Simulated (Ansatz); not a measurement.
The relaxed structure here is a generated cell of AlNi: the first start was made by placing the elements on the sites of a structure type, and the end was not matched to a known phase here, so it may be hypothetical. Known forms of AlNi include space group No. 221.

One stationary structure of AlNi. Space group R-3m (No. 166), AFLOW prototype AB_hR2_166_a_b (L1_1, as in CuPt). Method: r2SCAN (plane waves to 500 eV, PAW, scalar-relativistic; Ansatz, an electronic-structure program).

```cif
data_AlNi
_chemical_formula_sum 'Al1 Ni1'
_space_group_name_H-M_alt 'P 1'
_space_group_IT_number 1
_cell_length_a 4.17762
_cell_length_b 4.17762
_cell_length_c 4.17762
_cell_angle_alpha 37.653
_cell_angle_beta 37.653
_cell_angle_gamma 37.653
loop_
_space_group_symop_operation_xyz
  'x, y, z'
loop_
_atom_site_label
_atom_site_type_symbol
_atom_site_fract_x
_atom_site_fract_y
_atom_site_fract_z
_atom_site_occupancy
Al1 Al 0.00000 0.00000 0.00000 1
Ni1 Ni 0.50000 0.50000 0.50000 1
```

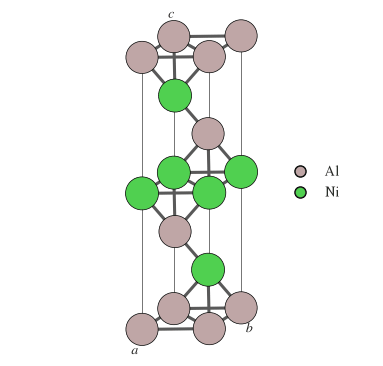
Fig. 1. The conventional cell of the relaxed structure

Volume per atom: 12.20 Å³
Band gap: zero (metallic)
Magnetic moment: zero (the starting moments vanished)
Shortest distances: Al–Ni 2.49 Å; Al–Al 2.70 Å; Ni–Ni 2.70 Å
k-mesh: 20×20×20

No spin polarisation in the result: the starting moments vanished. A magnetic state may lie lower.

The run could not lose the symmetry of its start; a randomly shaken copy of 4 atoms returns to this structure.

All atoms sit on sites fixed by symmetry, so only the cell could relax.
